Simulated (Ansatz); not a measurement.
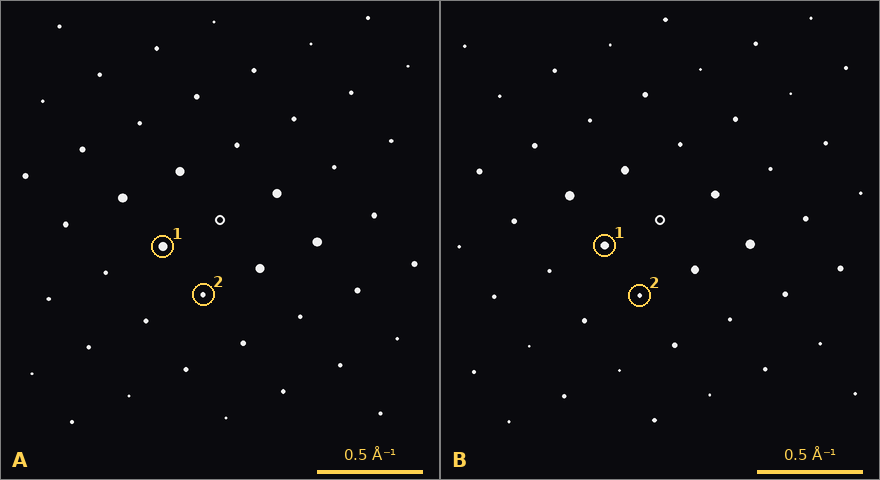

Kinematic electron diffraction patterns (200 kV, B = 0.5 Å², same scale) along [111] of the run's own cell, for the start and the end of one relaxation of SrV2Sb2 with Ansatz, DFT, PAW plane waves, pbe, spin-orbit. k mesh 6×6×4. The start is a generated model structure, and the relaxation ends in the nearest stationary point of its symmetry, not necessarily the ground state. Spot 1 is -1 0 1 and spot 2 is -1 -1 2 in both.

Start structure:

```yaml
crystal:
  lattice:
    - [2.23902, 3.87810, 0.00000]
    - [-2.23902, 3.87810, 0.00000]
    - [0.00000, 0.00000, 7.43837]
  atoms:
    - { symbol: Sr, position: [0.00000, 0.00000, 0.00000] }
    - { symbol: V, position: [0.33330, 0.33340, 0.63080] }
    - { symbol: V, position: [0.66670, 0.66660, 0.36920] }
    - { symbol: Sb, position: [0.33330, 0.33340, 0.25080] }
    - { symbol: Sb, position: [0.66670, 0.66660, 0.74920] }
```

Which pattern belongs to the start structure, and which to the relaxed one?

Answer. B is the start: its cell gives d(1) = 3.439 Å, d(2) = 2.684 Å and an angle of 50.2°. A is the relaxed structure, with d(1) = 3.331 Å (-3.1 %), d(2) = 2.732 Å (+1.8 %) and 52.4°.

What did the relaxation do to the structure and the energy?

Answer. The volume changed by -2.1 % to 25.29 Å³ an atom; with the mean shift removed, the atoms moved by up to 0.35 Å relative to the cell (V most); the space group stayed P-3m1 (No. 164); the free energy fell by 180 meV an atom. Relaxed cell: a = 4.202 Å, b = 4.202 Å, c = 8.270 Å, α = 90.00°, β = 90.00°, γ = 60.00°.
